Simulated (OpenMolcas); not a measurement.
# YCl3 (yttrium trichloride): BPBE/def2-TZVPPD (RICD fitting, core potential)

Aim: the vertical singlet–triplet gap of YCl3 (yttrium trichloride) at BPBE/def2-TZVPPD (RICD fitting, core potential), from 2 runs. 

The calculation is run with OpenMolcas 26.06.

**1. The molecule**

YCl3: 4 atoms, total charge 0, spin state singlet. SMILES: `[Cl][Y]([Cl])[Cl]`. The coordinates come from a PBE0-D4/def2-TZVP relaxation.

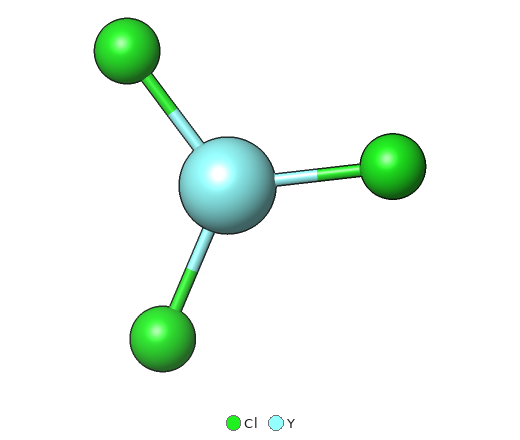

The structure, seen from a chosen angle (chlorine green, yttrium teal).

**2. Energy and forces at BPBE/def2-TZVPPD (RICD fitting, core potential)**

Input file job.input:

```
* Cl3Y Kohn-Sham DFT

&GATEWAY
 BasLib=$CurrDir
 Coord
 4
 angstrom
 Cl      -1.812390      -0.992790       1.286260
 Y       -0.000090      -0.000010       0.000190
 Cl       2.291710      -0.738640       0.355530
 Cl      -0.479250       1.731440      -1.641970
 Basis=def2-TZVPPD
 Group=NoSym
 RICD

&SEWARD

&SCF
 KSDFT=BPBE
 PrOrbitals=0

&ALASKA
```

The basis set def2-TZVPPD is read from a file made from the Basis Set Exchange's data (not shown).

Started as:

```bash
$ export MOLCAS_MEM=1860
$ pymolcas job.input > job.log
```

Output:

```text
--- Start Module: gateway ---
[...]
--- Stop Module: gateway /rc=_RC_ALL_IS_WELL_ ---
[...]
      Basis functions          209
[...]
--- Start Module: scf ---
[...]
       Convergence after  14 Iterations
[...]
::    Total KS-DFT energy                           -1419.1268705548
[...]
      Total spin, S                                     0.0000000000
[...]
      Total electronic charge=   62.000000
      Total            charge=   -0.000000
[...]
      Dipole Moment (debye):
      Origin of the operator (angstrom)=   -0.0000   -0.0000    0.0001
                   X= -6.4478E-04               Y=  1.1310E-04               Z=  1.4336E-03           Total=  1.5760E-03
      Quadrupole Moment (debye*angstrom):
[...]
--- Stop Module: scf /rc=_RC_ALL_IS_WELL_ ---
[...]
--- Start Module: alaska ---
[...]
 *              Molecular gradients               *
 **************************************************
  Irreducible representation: a
 ------------------------------------------------------------------------------------------
                              X                       Y                       Z
 ------------------------------------------------------------------------------------------
  CL1               2.28340144111527E-03    1.25260212423317E-03   -1.62238563454054E-03
  Y2               -5.45986884182346E-05   -2.79566658669924E-05    3.68108322404770E-05
  CL3              -2.85353867841209E-03    9.53143136114498E-04   -4.76085658584591E-04
  CL4               6.24735925919051E-04   -2.17778859438766E-03    2.06166046098133E-03
 ------------------------------------------------------------------------------------------
--- Stop Module: alaska /rc=_RC_ALL_IS_WELL_ ---
[...]
```

It took 33 s on 1 thread of Arm Neoverse V1, shared host; peak memory 0.54 GiB.

**3. The triplet at the same level**

Input file job.inp:

```
&gateway
baslib=$CurrDir
coord
4
angstrom
Cl      -1.812390      -0.992790       1.286260
Y       -0.000090      -0.000010       0.000190
Cl       2.291710      -0.738640       0.355530
Cl      -0.479250       1.731440      -1.641970
basis=def2-TZVPPD
group=NoSym
ricd
&seward
&scf
uhf
spin=3
ksdft=BPBE
prorbitals=0
&alaska
```

The basis set def2-TZVPPD is read from a file made from the Basis Set Exchange's data (not shown).

Started as:

```bash
$ export MOLCAS_MEM=1860
$ pymolcas job.inp > job.log
```

Output:

```text
--- Start Module: gateway ---
[...]
--- Stop Module: gateway /rc=_RC_ALL_IS_WELL_ ---
[...]
      Basis functions          209
[...]
--- Start Module: scf ---
[...]
       Convergence after  36 Iterations
[...]
::    Total KS-DFT energy                           -1418.9653127917
[...]
      Total spin, S                                     1.0009479986
[...]
      Total electronic charge=   62.000000
      Total            charge=   -0.000000
[...]
      Dipole Moment (debye):
      Origin of the operator (angstrom)=   -0.0000   -0.0000    0.0001
                   X= -2.2486E-04               Y= -2.6272E-04               Z=  2.8319E-04           Total=  4.4696E-04
      Quadrupole Moment (debye*angstrom):
[...]
--- Stop Module: scf /rc=_RC_ALL_IS_WELL_ ---
[...]
--- Start Module: alaska ---
[...]
 *              Molecular gradients               *
 **************************************************
  Irreducible representation: a
 ------------------------------------------------------------------------------------------
                              X                       Y                       Z
 ------------------------------------------------------------------------------------------
  CL1               1.80912534313560E-02    9.91131050960803E-03   -1.28394542670289E-02
  Y2               -5.04417274349552E-05   -2.12912072871623E-05    2.41814901847394E-05
  CL3              -2.28425887236501E-02    7.39098793420556E-03   -3.57104017381360E-03
  CL4               4.80177701983386E-03   -1.72810072363863E-02    1.63863129507114E-02
 ------------------------------------------------------------------------------------------
--- Stop Module: alaska /rc=_RC_ALL_IS_WELL_ ---
[...]
```

Run time: 67 s. Hardware: 1 thread of Arm Neoverse V1, shared host; peak memory 0.55 GiB.

**4. What came out**

Level: BPBE/def2-TZVPPD (RICD fitting, core potential).

```
                                        quantity           value
                           singlet: total energy  -1419.12687 Eh
                          singlet: dipole moment          0.00 D
                            singlet: HOMO energy        -7.75 eV
                            singlet: LUMO energy        -3.36 eV
                          singlet: HOMO–LUMO gap         4.39 eV
               singlet: largest force on an atom      0.158 eV/Å
                           triplet: total energy  -1418.96531 Eh
                          triplet: dipole moment          0.00 D
     triplet: HOMO energy (highest over α and β)        -3.50 eV
                                   triplet: ⟨S²⟩           2.003
               triplet: largest force on an atom      1.249 eV/Å
vertical energy of the triplet above the singlet        4.396 eV
```

**Reading.** At this shape the triplet lies 4.40 eV (424 kJ/mol) above the singlet.
